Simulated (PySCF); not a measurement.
**CH7GeN (SMILES [CH3][GeH2][NH2]): density, localisation and related maps**

Input file:

```
# [CH3][GeH2][NH2]
from pyscf import gto, dft

molecule = gto.Mole()
molecule.atom = '''
C     -1.000124    -0.453677    -0.440956
Ge    -0.690265     1.020491     0.797948
N     -2.013623     2.293381     0.461722
H     -0.866449    -0.117588    -1.475574
H     -0.299413    -1.274811    -0.253139
H     -2.023912    -0.824603    -0.323886
H      0.753889     1.557810     0.628184
H     -0.889266     0.594593     2.262995
H     -2.022575     3.040559     1.152257
H     -1.912075     2.734084    -0.449960
'''
molecule.spin = 0
molecule.verbose = 3
molecule.max_memory = 3720
molecule.basis = 'def2-tzvpd'
molecule.build()

mf = dft.RKS(molecule, xc='pbe0')
mf = mf.density_fit(auxbasis='def2-universal-jkfit')
mf.grids.level = 3
mf.conv_tol = 1e-09
mf.max_cycle = 100
mf.kernel()
if not mf.converged:
    mf = mf.newton().run(mf.mo_coeff, mf.mo_occ)

e_final = mf.e_tot
print('E(%s) = %.9f' % ('PBE0', e_final))
grad = mf.nuc_grad_method().kernel()
mf.analyze()
```

Run with:

```sh
OMP_NUM_THREADS=2 python input.py
```

Geometry: PBE0-D3(BJ)/pcseg-1.

Theory: PySCF 2.14.0, Gaussian-basis quantum chemistry of an isolated molecule with PySCF, energy and nuclear gradient, functional PBE0.

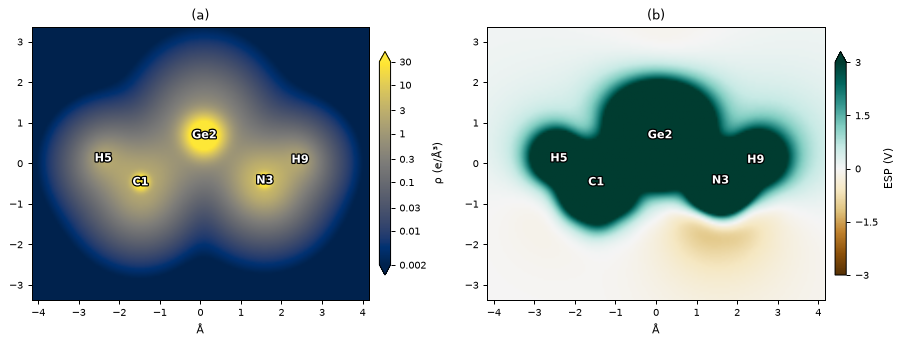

Figure 1. (a) electron density; (b) molecular electrostatic potential on the plane of atoms C1, Ge2 and N3.

What do the fields say about this system?

The section cuts through C, Ge, N and H sites.
Ge–N (1.87 Å): ρ is about 0.93 e/Å³ halfway.
C–Ge (1.95 Å): the density is about 0.88 e/Å³ at the midpoint.
N–H (1.02 Å): ρ at the midpoint is about 2.8 e/Å³.
C–H (1.10 Å): ρ at the midpoint is about 1.9 e/Å³.
Outside the dense part of the molecule the potential is most negative (−1.1 V) near N3.

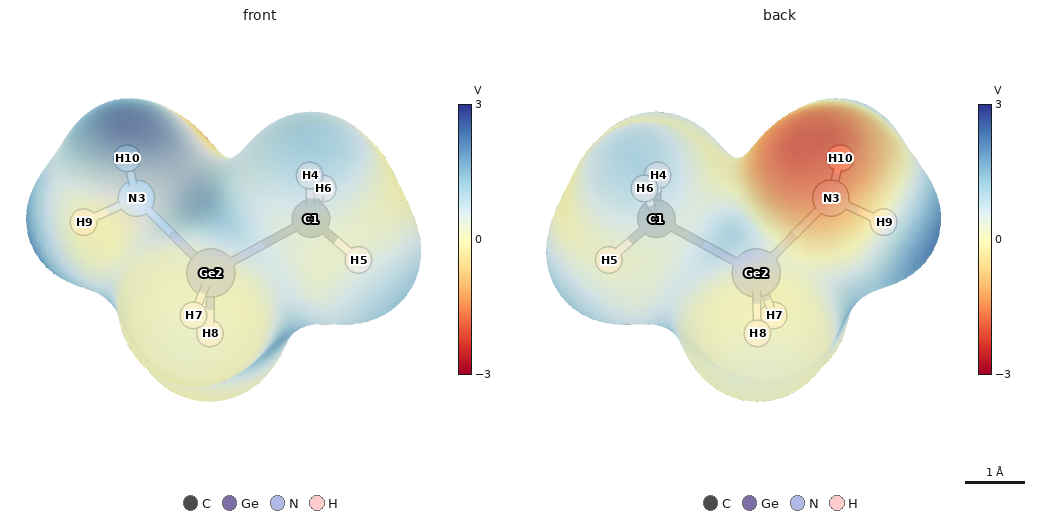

Figure 2. The electrostatic potential painted on the density surface at 0.004 e/bohr³, seen from the front and from behind; red is negative and blue positive.

Which sites attract a positive test charge, and which a negative one?

A positive charge is drawn to the negative regions and a negative charge to the positive ones. The most negative region (about −2.0 V, or −46 kcal/mol for a unit charge) lies over N3, the most positive (about +2.2 V, or +51 kcal/mol for a unit charge) over H9 and H10. N3 is the likeliest acceptor of a hydrogen bond.

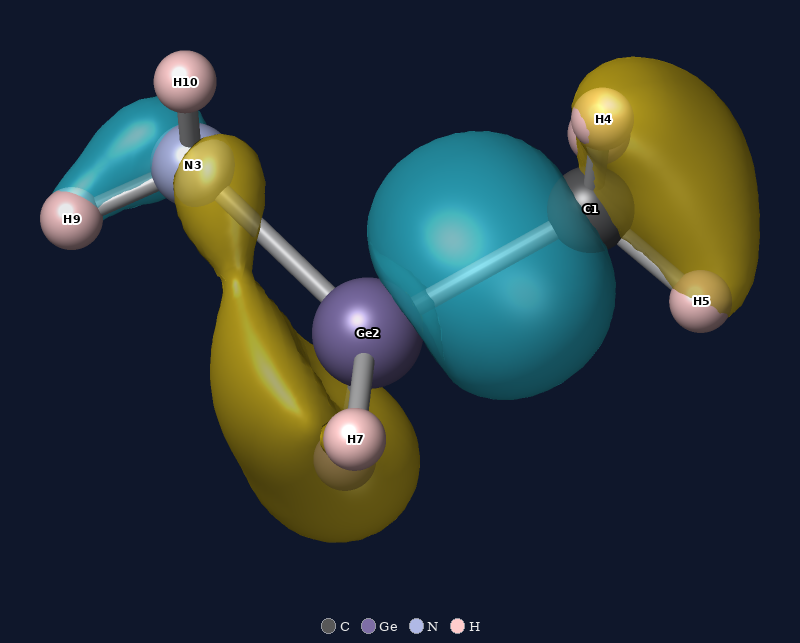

Figure 3. The HOMO−1 at ±0.15 Å⁻³ᐟ² (yellow and cyan are the two phases), seen across its widest extent.

Where does this orbital lie, and at what energy?

It lies mainly on C1 (about 40 %), Ge2 (about 30 %) and H8 (about 10 %). Its energy is −8.87 eV.
